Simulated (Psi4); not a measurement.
**Single-point calculation, with input and output: AsH$_{3}$**

AsH$_{3}$, multiplicity 3, computed with MP2/cc-pVTZ, UHF (Psi4 1.11).

The geometry is that of the parent species in another charge or spin state. The geometry comes from this level: PBE0-D4/def2-TZVP.

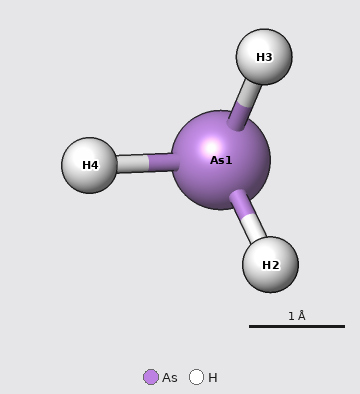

**Figure 1.** The input geometry (ball-and-stick view, seen at a tilt; atoms are numbered from 1 in the order of the input).

### Input file (input.inp)
```
memory 1.6 GB

molecule system {
  0 3
  As    -0.215800     0.487600    -0.346000
  H      0.349900     0.630300     1.059400
  H     -1.068000    -0.705500     0.061100
  H      0.933900    -0.412500    -0.774500
  symmetry c1
  no_reorient
  no_com
}

set {
  reference       uhf
  puream          true
  e_convergence   1e-09
  d_convergence   1e-08
  scf_type        pk
  num_frozen_docc 9
  mp2_type        conv
  maxiter         200
}

e, wfn = energy("mp2/cc-pVTZ", return_wfn=True)
```

Launched with:
```bash
psi4 -i input.inp -o input.out -n 1
```

### Output
```
Psi4 1.11 release

   => Loading Basis Set <=

    Name: CC-PVTZ
    Role: ORBITAL
    Keyword: BASIS

         ---------------------------------------------------------
                                   SCF
                              UHF Reference
                        1 Threads,   1525 MiB Core
         ---------------------------------------------------------

  ==> Geometry <==

    Molecular point group: c1
    Full point group: C1

    Geometry (in Angstrom), charge = 0, multiplicity = 3:

       Center              X                  Y                   Z               Mass
    ------------   -----------------  -----------------  -----------------  -----------------
         AS          -0.215800000000     0.487600000000    -0.346000000000    74.921594570000
         H            0.349900000000     0.630300000000     1.059400000000     1.007825032230
         H           -1.068000000000    -0.705500000000     0.061100000000     1.007825032230
         H            0.933900000000    -0.412500000000    -0.774500000000     1.007825032230

  Running in c1 symmetry.

  Rotational constants: A =      3.49086  B =      0.51362  C =      0.51361 [cm^-1]
  Rotational constants: A = 104653.23354  B =  15397.80754  C =  15397.72130 [MHz]
  Nuclear repulsion =   35.153177936618192

  Charge       = 0
  Multiplicity = 3
  Electrons    = 36
  Nalpha       = 19
  Nbeta        = 17

  ==> Algorithm <==

  SCF Algorithm Type is PK.
  DIIS enabled.
  MOM disabled.
  Fractional occupation disabled.
  Guess Type is SAD.
  Energy threshold   = 1.00e-09
  Density threshold  = 1.00e-08
  Integral threshold = 1.00e-12

  ==> Primary Basis <==

  Basis Set: CC-PVTZ
    Blend: CC-PVTZ
    Number of shells: 33
    Number of basis functions: 85
    Number of Cartesian functions: 94
    Spherical Harmonics?: true
    Max angular momentum: 3

  ==> Integral Setup <==

  Using in-core PK algorithm.
   Calculation information:
      Number of atoms:                   4
      Number of AO shells:              33
      Number of primitives:            143
      Number of atomic orbitals:        94
      Number of basis functions:        85

      Integral cutoff                 1.00e-12
      Number of threads:                 1

  Performing in-core PK
  Using 13362680 doubles for integral storage.
  We computed 157641 shell quartets total.
  Whereas there are 157641 unique shell quartets.

  ==> DiskJK: Disk-Based J/K Matrices <==

    J tasked:                  Yes
    K tasked:                  Yes
    wK tasked:                  No
    Memory [MiB]:             1144
    Schwarz Cutoff:          1E-12

  Minimum eigenvalue in the overlap matrix is 2.5227924094E-03.
  Reciprocal condition number of the overlap matrix is 4.9999621226E-04.
    Using symmetric orthogonalization.

  ==> Pre-Iterations <==

  SCF Guess: Superposition of Atomic Densities via on-the-fly atomic UHF (no occupation information).

   -------------------------
    Irrep   Nso     Nmo
   -------------------------
     A         85      85
   -------------------------
    Total      85      85
   -------------------------

  ==> Iterations <==

                        Total Energy        Delta E     RMS |[F,P]|

   @UHF iter SAD: -2232.18128950145683   -2.23218e+03   0.00000e+00
   @UHF iter   1: -2235.07505070181287   -2.89376e+00   2.01339e-02 ADIIS/DIIS
   @UHF iter   2: -2235.59074748663625   -5.15697e-01   1.18436e-02 ADIIS/DIIS
   @UHF iter   3: -2235.76764499604997   -1.76898e-01   8.24097e-04 ADIIS/DIIS
   @UHF iter   4: -2235.77178202803225   -4.13703e-03   2.19530e-04 ADIIS/DIIS
   @UHF iter   5: -2235.77254697566332   -7.64948e-04   7.27528e-05 DIIS
   @UHF iter   6: -2235.77264988014622   -1.02904e-04   2.84533e-05 DIIS
   @UHF iter   7: -2235.77267039250137   -2.05124e-05   1.49394e-05 DIIS
   @UHF iter   8: -2235.77267783147408   -7.43897e-06   7.57475e-06 DIIS
   @UHF iter   9: -2235.77268026789352   -2.43642e-06   4.19318e-06 DIIS
   @UHF iter  10: -2235.77268129717368   -1.02928e-06   3.14774e-06 DIIS
   @UHF iter  11: -2235.77268188957032   -5.92397e-07   3.06703e-06 DIIS
   @UHF iter  12: -2235.77268238906800   -4.99498e-07   3.07583e-06 DIIS
   @UHF iter  13: -2235.77268174687742    6.42191e-07   3.04436e-06 DIIS
   @UHF iter  14: -2235.77267777796260    3.96891e-06   2.71881e-06 DIIS
   @UHF iter  15: -2235.77267231111637    5.46685e-06   2.00910e-06 DIIS
   @UHF iter  16: -2235.77266989034297    2.42077e-06   9.78613e-07 DIIS
   @UHF iter  17: -2235.77266936049045    5.29853e-07   4.60785e-07 DIIS
   @UHF iter  18: -2235.77266935467696    5.81349e-09   1.03319e-07 DIIS
   @UHF iter  19: -2235.77266935470016   -2.31921e-11   5.09713e-08 DIIS
   @UHF iter  20: -2235.77266935475291   -5.27507e-11   1.42285e-08 DIIS
   @UHF iter  21: -2235.77266935475382   -9.09495e-13   4.78921e-09 DIIS
  Energy and wave function converged.

  ==> Post-Iterations <==

   @Spin Contamination Metric:   1.916035660E-02
   @S^2 Expected:                2.000000000E+00
   @S^2 Observed:                2.019160357E+00
   @S   Expected:                1.000000000E+00
   @S   Observed:                1.000000000E+00

    Orbital Energies [Eh]
    ---------------------

    Alpha Occupied:

       1A   -432.621360     2A    -56.343060     3A    -50.190088
       4A    -50.187802     5A    -50.187556     6A     -8.070189
       7A     -5.929768     8A     -5.922204     9A     -5.921065
      10A     -2.160683    11A     -2.159113    12A     -2.157881
      13A     -2.150426    14A     -2.149198    15A     -0.886387
      16A     -0.549125    17A     -0.534730    18A     -0.493369
      19A     -0.164780

    Alpha Virtual:

      20A      0.096841    21A      0.121467    22A      0.271288
      23A      0.274469    24A      0.275544    25A      0.349009
      26A      0.356880    27A      0.365175    28A      0.396591
      29A      0.419537    30A      0.485784    31A      0.526910
      32A      0.649504    33A      0.663141    34A      0.877982
      35A      0.903883    36A      0.904737    37A      1.059602
      38A      1.060603    39A      1.139579    40A      1.256739
      41A      1.257130    42A      1.337086    43A      1.447384
      44A      1.522895    45A      1.525553    46A      1.527726
      47A      1.573293    48A      1.607014    49A      1.607714
      50A      1.686643    51A      1.686925    52A      1.703310
      53A      1.756437    54A      1.765103    55A      1.769445
      56A      2.180046    57A      2.181754    58A      2.688636
      59A      2.924964    60A      2.929972    61A      3.444245
      62A      3.444909    63A      3.454629    64A      3.504109
      65A      3.508836    66A      3.665482    67A      3.706815
      68A      3.742617    69A      3.742970    70A      3.785596
      71A      3.942748    72A      3.963047    73A      3.966402
      74A      4.146343    75A      4.180717    76A      4.191811
      77A      4.202465    78A      4.403740    79A      4.410309
      80A      4.448800    81A      4.451835    82A      4.464874
      83A      5.028433    84A      5.041635    85A      5.419752

    Beta Occupied:

       1A   -432.617535     2A    -56.339947     3A    -50.186499
       4A    -50.184020     5A    -50.183781     6A     -8.060403
       7A     -5.919679     8A     -5.913684     9A     -5.911778
      10A     -2.154812    11A     -2.152478    12A     -2.148707
      13A     -2.146468    14A     -2.145060    15A     -0.802768
      16A     -0.499701    17A     -0.464999

    Beta Virtual:

      18A     -0.042276    19A      0.133212    20A      0.148058
      21A      0.171868    22A      0.278586    23A      0.291476
      24A      0.330844    25A      0.394543    26A      0.397056
      27A      0.409526    28A      0.450673    29A      0.478733
      30A      0.539222    31A      0.557366    32A      0.702960
      33A      0.716486    34A      0.898686    35A      0.929526
      36A      0.946777    37A      1.080355    38A      1.082188
      39A      1.169703    40A      1.274617    41A      1.292429
      42A      1.371210    43A      1.464481    44A      1.545001
      45A      1.548184    46A      1.571318    47A      1.600212
      48A      1.651077    49A      1.673581    50A      1.720365
      51A      1.728356    52A      1.760089    53A      1.776946
      54A      1.782082    55A      1.789505    56A      2.197490
      57A      2.213413    58A      2.713614    59A      2.938150
      60A      2.964049    61A      3.450331    62A      3.456423
      63A      3.470618    64A      3.517468    65A      3.521694
      66A      3.678952    67A      3.717001    68A      3.752558
      69A      3.753951    70A      3.799371    71A      3.955500
      72A      3.977012    73A      3.988993    74A      4.162128
      75A      4.190742    76A      4.215568    77A      4.221409
      78A      4.414856    79A      4.430489    80A      4.461114
      81A      4.464131    82A      4.479443    83A      5.034119
      84A      5.055809    85A      5.434551

    Final Occupation by Irrep:
              A
    DOCC [    17 ]
    SOCC [     2 ]
    NA   [    19 ]
    NB   [    17 ]

  @UHF Final Energy: -2235.77266935475382

   => Energetics <=

    Nuclear Repulsion Energy =             35.1531779366181922
    One-Electron Energy =               -3185.2405925426646718
    Two-Electron Energy =                 914.3147452512927202
    Total Energy =                      -2235.7726693547538162

  UHF NO Occupations:
  HONO-2 :   17  A 1.9949258
  HONO-1 :   18  A 1.0000000
  HONO-0 :   19  A 1.0000000
  LUNO+0 :   20  A 0.0050742
  LUNO+1 :   21  A 0.0031229
  LUNO+2 :   22  A 0.0013289
  LUNO+3 :   23  A 0.0000221

Computation Completed

Properties will be evaluated at   0.000000,   0.000000,   0.000000 [a0]

Properties computed using the SCF density matrix

 Multipole Moments:

 ------------------------------------------------------------------------------------
     Multipole            Electronic (a.u.)      Nuclear  (a.u.)        Total (a.u.)
 ------------------------------------------------------------------------------------

 L = 1.  Multiply by 2.5417464519 to convert [e a0] to [Debye]
 Dipole X            :         12.9953422          -13.0496927           -0.0543505
 Dipole Y            :        -29.4245892           29.4855857            0.0609965
 Dipole Z            :         20.8710707          -20.9230477           -0.0519770
 Magnitude           :                                                    0.0968306

 ------------------------------------------------------------------------------------

	total time  =         18 seconds =       0.30 minutes
 MINTS: Wrapper to libmints.

   Calculation information:
      Number of threads:                 1
      Number of atoms:                   4
      Number of AO shells:              33
      Number of SO shells:              33
      Number of primitives:            143
      Number of atomic orbitals:        94
      Number of basis functions:        85

      Number of irreps:                  1
      Integral cutoff                 1.00e-12
      Number of functions per irrep: [  85 ]

 OEINTS: Overlap, kinetic, potential, dipole, and quadrupole integrals
         stored in file 35.

      Computing two-electron integrals...done
      Computed 6267687 non-zero two-electron integrals.
        Stored in file 33.

  Module OCC Options:
  ----------------------------------------------------------------------------
  ACTIVE                        => (empty)
  BASIS_RELATIVISTIC            => (empty)
  BENCH                         => (empty)
  CACHELEVEL                    => (empty)
  CCL_ENERGY                    => (empty)
  CC_MAXITER                    => (empty)
  CC_TYPE                       => (empty)
  CEPA_OS_SCALE                 => (empty)
  CEPA_SOS_SCALE                => (empty)
  CEPA_SS_SCALE                 => (empty)
  CEPA_TYPE                     => (empty)
  CI_TYPE                       => (empty)
  CUBEPROP_BASIS_FUNCTIONS      => (empty)
  CUBEPROP_FILEPATH             => (empty)
  CUBEPROP_ISOCONTOUR_THRESHOLD => (empty)
  CUBEPROP_ORBITALS             => (empty)
  CUBEPROP_TASKS                => (empty)
  CUBIC_BASIS_TOLERANCE         => (empty)
  CUBIC_BLOCK_MAX_POINTS        => (empty)
  CUBIC_GRID_OVERAGE            => (empty)
  CUBIC_GRID_SPACING            => (empty)
  CUTOFF                        => (empty)
  DDX                           => (empty)
  DEBUG                         => (empty)
  DERTYPE                       => (empty)
  DF_BASIS_CC                   => (empty)
  DIE_IF_NOT_CONVERGED          => (empty)
  DIIS_MAX_VECS                 => (empty)
  DIIS_MIN_VECS                 => (empty)
  DKH_ORDER                     => (empty)
  DOCC                          => (empty)
  DO_DIIS                       => (empty)
  DO_LEVEL_SHIFT                => (empty)
  DO_SCS                        => (empty)
  DO_SOS                        => (empty)
  E3_SCALE                      => (empty)
  EA_POLES                      => (empty)
  EKT_EA                        => (empty)
  EKT_IP                        => (empty)
  EP_EA_POLES                   => (empty)
  EP_IP_POLES                   => (empty)
  EP_MAXITER                    => (empty)
  EXTERNAL_POTENTIAL_SYMMETRY   => (empty)
  E_CONVERGENCE                 => 1e-09           !
  FREEZE_CORE                   => (empty)
  FREEZE_CORE_POLICY            => (empty)
  FROZEN_DOCC                   => (empty)
  FROZEN_UOCC                   => (empty)
  INTEGRAL_PACKAGE              => (empty)
  IP_POLES                      => (empty)
  LEVEL_SHIFT                   => (empty)
  LITERAL_CFOUR                 => (empty)
  LS_THC_BASIS_TOLERANCE        => (empty)
  LS_THC_DF                     => (empty)
  LS_THC_PRUNING_SCHEME         => (empty)
  LS_THC_RADIAL_POINTS          => (empty)
  LS_THC_SPHERICAL_POINTS       => (empty)
  LS_THC_S_EPSILON              => (empty)
  LS_THC_WEIGHTS_TOLERANCE      => (empty)
  MAT_NUM_COLUMN_PRINT          => (empty)
  MAX_MOGRAD_CONVERGENCE        => (empty)
  MAX_RADIAL_MOMENT             => (empty)
  MBIS_D_CONVERGENCE            => (empty)
  MBIS_MAXITER                  => (empty)
  MBIS_PRUNING_SCHEME           => (empty)
  MBIS_RADIAL_POINTS            => (empty)
  MBIS_SPHERICAL_POINTS         => (empty)
  MOGRAD_DAMPING                => (empty)
  MOLDEN_WITH_VIRTUAL           => (empty)
  MO_MAXITER                    => (empty)
  MO_READ                       => (empty)
  MO_STEP_MAX                   => (empty)
  MO_WRITE                      => (empty)
  MP2_OS_SCALE                  => (empty)
  MP2_SOS_SCALE                 => (empty)
  MP2_SOS_SCALE2                => (empty)
  MP2_SS_SCALE                  => (empty)
  MP2_TYPE                      => CONV            !
  MP_TYPE                       => (empty)
  NAT_ORBS                      => (empty)
  NUM_FROZEN_DOCC               => 9               !
  NUM_FROZEN_UOCC               => (empty)
  NUM_GPUS                      => (empty)
  OCC_ORBS_PRINT                => (empty)
  OEPROP                        => (empty)
  OPT_METHOD                    => (empty)
  ORBITAL_OPTIMIZER_PACKAGE     => (empty)
  ORB_OPT                       => FALSE           !
  ORB_RESP_SOLVER               => (empty)
  ORTH_TYPE                     => (empty)
  OS_SCALE                      => (empty)
  PARENT_SYMMETRY               => (empty)
  PCG_BETA_TYPE                 => (empty)
  PCG_CONVERGENCE               => (empty)
  PCG_MAXITER                   => (empty)
  PCM                           => (empty)
  PE                            => (empty)
  PRINT                         => (empty)
  PRINT_NOONS                   => (empty)
  PROPERTIES                    => (empty)
  PROPERTIES_ORIGIN             => (empty)
  PUREAM                        => TRUE            !
  QC_MODULE                     => (empty)
  RAS1                          => (empty)
  RAS2                          => (empty)
  RAS3                          => (empty)
  RAS4                          => (empty)
  RELATIVISTIC                  => (empty)
  RELAXED                       => (empty)
  REMP_A                        => (empty)
  RESTRICTED_DOCC               => (empty)
  RESTRICTED_UOCC               => (empty)
  RMS_MOGRAD_CONVERGENCE        => (empty)
  R_CONVERGENCE                 => (empty)
  SCF_TYPE                      => PK              !
  SCREENING                     => (empty)
  SCS_TYPE                      => (empty)
  SOCC                          => (empty)
  SOS_TYPE                      => (empty)
  SPIN_SCALE_TYPE               => NONE            !
  SS_SCALE                      => (empty)
  SYMMETRIZE                    => (empty)
  TPDM_ABCD_TYPE                => (empty)
  WFN                           => (empty)
  WFN_TYPE                      => OMP2            !
  WRITER_FILE_LABEL             => (empty)
  ZORA_BASIS_TOLERANCE          => (empty)
  ZORA_NR_DEBUG                 => (empty)
  ZORA_PRUNING_SCHEME           => (empty)
  ZORA_RADIAL_POINTS            => (empty)
  ZORA_SPHERICAL_POINTS         => (empty)

 ==============================================================================
 ==============================================================================
 ==============================================================================

                             MP2

 ==============================================================================
 ==============================================================================
 ==============================================================================

	MO spaces per irreps...

	IRREP   FC   AOCC  BOCC  AVIR    BVIR  FV
	==========================================
	   A     9    10     8    66     68     0
	==========================================

	Computing MP2 energy using SCF MOs (Canonical MP2)...
	==============================================================================
	Nuclear Repulsion Energy (a.u.)    :    35.15317793661819
	SCF Energy (a.u.)                  : -2235.77266935475382
	REF Energy (a.u.)                  : -2235.77266935475382
	Alpha-Alpha Contribution (a.u.)    :    -0.03357569583477
	Alpha-Beta Contribution (a.u.)     :    -0.15632632503791
	Beta-Beta Contribution (a.u.)      :    -0.01848692482018
	Scaled_SS Correlation Energy (a.u.):    -0.01735420688498
	Scaled_OS Correlation Energy (a.u.):    -0.18759159004549
	SCS-MP2 Total Energy (a.u.)        : -2235.97761515168440
	SOS-MP2 Total Energy (a.u.)        : -2235.96026094479930
	SCSN-MP2 Total Energy (a.u.)       : -2235.86429956710663
	SCS-MP2-VDW Total Energy (a.u.)    : -2235.99879836112996
	SOS-PI-MP2 Total Energy (a.u.)     : -2235.99152620980703
	MP2 Correlation Energy (a.u.)      :    -0.20838894569285
	MP2 Total Energy (a.u.)            : -2235.98105830044688
	==============================================================================

	total time  =          2 seconds =       0.03 minutes

    Psi4 run time: 0:00:29.28
```

### Summary

| quantity | value |
| --- | --- |
| outcome | converged |
| total energy | −2235.981058 hartree |
| SCF energy | −2235.772669 hartree |
| MP2 energy | −2235.981058 hartree |
| correlation energy | −0.208389 hartree |
| basis functions | 85 |
| ⟨S²⟩ | 2.019 |
| hardware | 1 thread of Intel Xeon @ 2.50GHz (Skylake/Cascade Lake), 128 GiB of memory available, shared host |
| wall time | 31 s |
| peak memory | 1.1 GiB |
